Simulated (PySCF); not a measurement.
SMILES Cc1ccccc1F at its GFN2-xTB optimised geometry (Å):

```
15

C     -1.4516    -2.0241    -0.0014
C     -0.6936    -0.7339     0.0000
C     -1.3239     0.5026    -0.0004
C     -0.5948     1.6800    -0.0007
C      0.7885     1.6446    -0.0005
C      1.4457     0.4261     0.0000
C      0.6970    -0.7339     0.0000
F      1.3456    -1.9227     0.0006
H     -1.2137    -2.5989    -0.8958
H     -1.1683    -2.6286     0.8595
H     -2.5226    -1.8436     0.0285
H     -2.4035     0.5396    -0.0005
H     -1.1102     2.6286    -0.0012
H      1.3581     2.5611    -0.0007
H      2.5226     0.3640     0.0003
```

Computed with PySCF with B3LYP/def2-TZVP. Cells within 0.4 Å of a nucleus heavier than hydrogen are left out (blank, or x).

Map of the log10 of the electron density (e/bohr³), floored at −4 on the plane z = 0.0 Å:

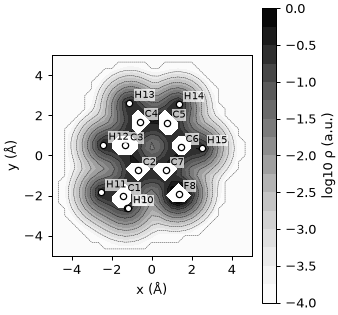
Figure. Log10 of the electron density (e/bohr³), floored at −4 on the plane z = 0.0 Å.
